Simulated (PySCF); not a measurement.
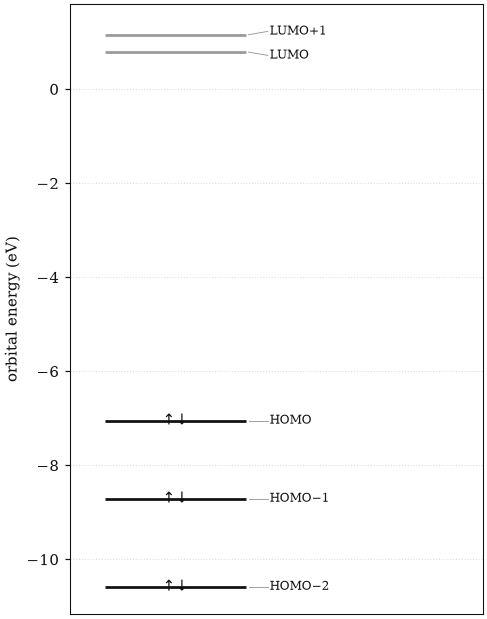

Kohn-Sham orbital energies near the frontier, CAM-B3LYP/def2-SVPD with PySCF, at a GFN2-xTB geometry (no frequency check), isolated molecule; empty levels in grey, levels within 0.03 eV side by side.

> Which molecule has this level scheme?
A. C₂H₁₀GeN₂Si, SMILES C=CN([SiH3])[NH][GeH3], singlet
B. CHF₃O₃S (CF3SO3H), SMILES O=S(=O)(O)C(F)(F)F
C. C₆H₅BrO₂, SMILES Cc1coc(C(=O)Br)c1

A. HOMO −7.05 eV, LUMO 0.79 eV, separation 7.83 eV.

Note: the tight-binding geometry is rougher than a DFT one and adds to the error; one conformer of a flexible molecule; empty levels above zero depend strongly on the basis.
